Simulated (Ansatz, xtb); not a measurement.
Redistribution: C4H9F + C2H4FI → C3H6FI + C3H7F

Species: C4H9F `CC(C)CF`, singlet; C2H4FI `CC(F)I`, singlet; C3H6FI `CC(I)CF`, singlet; C3H7F (2-fluoropropane) `CC(C)F`, singlet. The partners trade CH3 for I; both sit on C, so the bond types are kept.

Shapes, held fixed at every level: PBE0-D4/def2-TZVP. Flexible molecules stand in one conformer, not always the lowest. Programs: Ansatz 0.2.0, xtb 6.7.1. Electronic energies: no zero-point or thermal term.

```tsv
level	kind	ΔE (kJ/mol)	less CCSD(T)/def2-TZVPP
GFN2-xTB	semi-empirical	-5.6	+10.6
HF/def2-TZVPP	Hartree–Fock	-19.6	-3.4
PBE-D4/def2-TZVPP	GGA	-10.2	+6.0
r2SCAN-D4/def2-TZVPP	meta-GGA	-12.0	+4.2
wB97M-V/def2-TZVPP	range-separated hybrid	-14.5	+1.7
wB97X-V/def2-TZVPP	range-separated hybrid	-14.5	+1.7
CCSD/def2-TZVPP	coupled cluster or CI	-16.9	-0.7
CCSD(T)/def2-TZVPP	coupled cluster or CI	-16.2	0.0
```

The highest level, CCSD(T)/def2-TZVPP, gives ΔE = -16.2 kJ/mol; the levels span -19.6 to -5.6. The column of differences is taken from that level and isn't an error. No measured value is set beside it here. For atoms past krypton def2 sets carry core potentials with scalar relativity. Outer-core shells of I are correlated in most correlated rows, in sets that cover them unevenly.

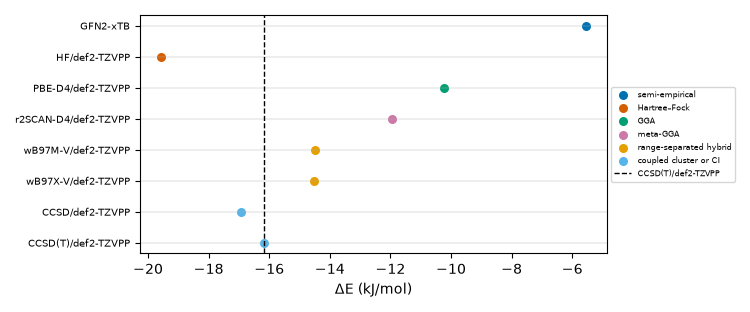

The values of the table, level by level.
